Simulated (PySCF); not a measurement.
## Frequency calculation of SiH₂Cl₂

System: SiH₂Cl₂ (dichlorosilane), SMILES Cl[SiH2]Cl.
Method: B3LYP/pcSseg-2 displacements along normal modes, gas phase (PySCF 2.14.0).

The input sets isotopic masses.

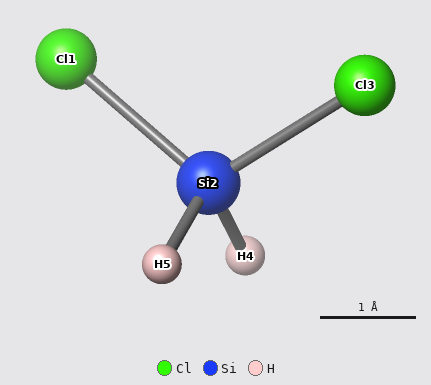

The structure as given in the input (ball-and-stick view, seen at a tilt; atoms are numbered from 1 in the order of the input).

Key numbers:

```json
{"quantity": "outcome", "value": "converged"}
{"quantity": "wavenumbers, lowest and highest", "value": "186 and 2287 cm⁻¹"}
{"quantity": "hardware", "value": "1 CPU thread, shared host"}
{"quantity": "wall time", "value": "2.4 min"}
{"quantity": "peak memory", "value": "0.63 GiB"}
```

The input:
```
{"job": {"xc": "B3LYP", "basis": "pcSseg-2", "grid": 2, "temperatures": [350, 1000], "kind": "vib", "mass_numbers": [35, 29, 35, 1, 1]}, "charge": 0, "multiplicity": 1}
Cl    -1.601553     1.148684     0.021872
Si    -0.003215    -0.139025    -0.011912
Cl     1.763324     0.904547    -0.076304
H     -0.098779    -0.964858    -1.223468
H     -0.025289    -0.937937     1.221072
```

The first line tells a small driver script what to run in PySCF; the rest is the geometry in Å.

Launch command:
```bash
OMP_NUM_THREADS=1 python <driver script> task.json out
```

Output:
```
mode    cm-1    km/mol   phi_rrr   E(+)/cm-1  E(-)/cm-1
  1    186.29     3.24     -13.9      33.05      34.05
  2    510.39    47.47      79.3      94.77      89.07
  3    567.47   147.38       0.0     102.32     102.22
  4    595.87    40.62       1.5     108.41     108.58
  5    714.63     0.00       1.5     129.77     129.45
  6    884.40   274.75      -3.6     159.35     160.04
  7    962.60   124.64     -94.5     170.22     177.03
  8   2274.05    68.91     884.3     442.72     379.15
  9   2287.26    93.31      -2.4     413.31     413.47
```

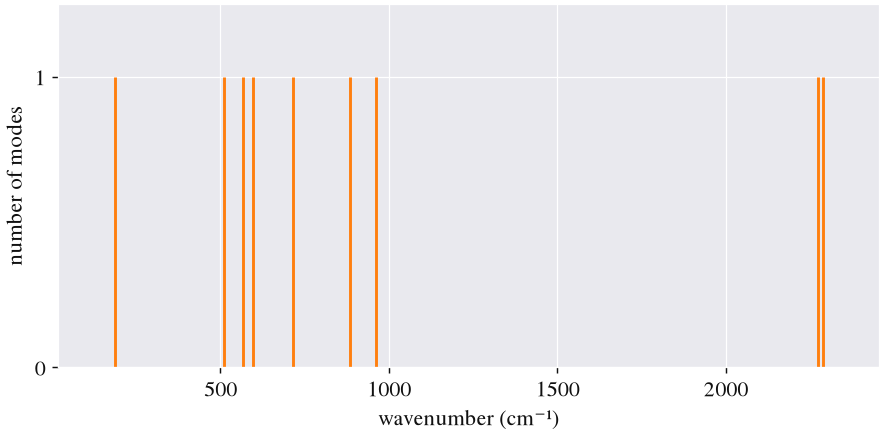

Harmonic vibrational wavenumbers from the force constants; neighbouring modes closer than 10 cm⁻¹ are counted in one stick. 9 modes from 186 to 2287 cm⁻¹, none imaginary.
